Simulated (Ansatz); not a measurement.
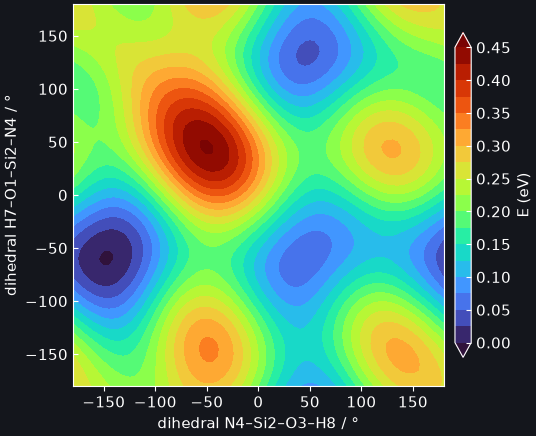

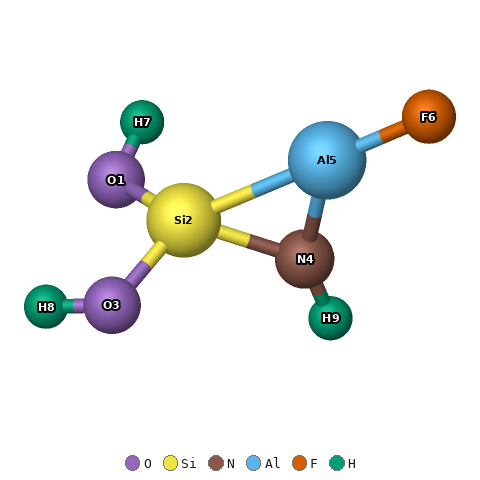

Energy landscape of AlFH₃NO₂Si, SMILES O[Si]1(O)[NH][Al]1[F]. The first coordinate is: dihedral N4–Si2–O3–H8; the second: dihedral H7–O1–Si2–N4. Nothing is relaxed (all other coordinates rigid). The scan uses an 18 × 18 grid. Points are written as (first, second). All energies are given in eV relative to the lowest grid point. The calculation used RKS SPW92 (LDA)/def2-SVP (Ansatz).

The picture shows filled contours, one colour for all values above the top of the scale. Between grid points the surface is interpolated. The second picture is the structure at the lowest point.

### Describe this landscape.

The lowest grid point is at (−140°, −60°). There are further wells near (40°, 140°) (0.049 eV above the lowest at that grid point); (40°, −60°) (0.058 eV above the lowest at that grid point). The highest grid point, (−40°, 40°), lies 0.446 eV above the lowest. On the interpolated surface the easiest way out of the lowest well to the well at about (45°, −60°) passes a barrier of about 0.12 eV. Round the minimum the two coordinates are weakly coupled (coupling −0.13 in units of the two stiffnesses).

The input of one point:

```yaml
crystal:
  periodic: [false, false, false]
  atoms:
    - { symbol: O, position_ang: [0.632103, -0.978101, 1.569225] }
    - { symbol: Si, position_ang: [0.461638, -0.224843, 0.098098] }
    - { symbol: O, position_ang: [1.4254, -1.143642, -0.877189] }
    - { symbol: "N", position_ang: [-1.126343, 0.084072, -0.564698] }
    - { symbol: Al, position_ang: [-0.52956, 1.776138, -0.446344] }
    - { symbol: F, position_ang: [-1.202438, 3.233819, -0.85999] }
    - { symbol: H, position_ang: [0.223173, -0.516514, 2.323865] }
    - { symbol: H, position_ang: [1.959779, -1.802176, -0.394122] }
    - { symbol: H, position_ang: [-1.842467, -0.585172, -0.885922] }
basis:
  gaussian: { orbitals: def2-SVP }
hamiltonian:
  xc: lda
output:
  forces: true
```

The whole map (324 points run) took 14 min on 1 thread of Arm Neoverse V2, with other jobs on the host.
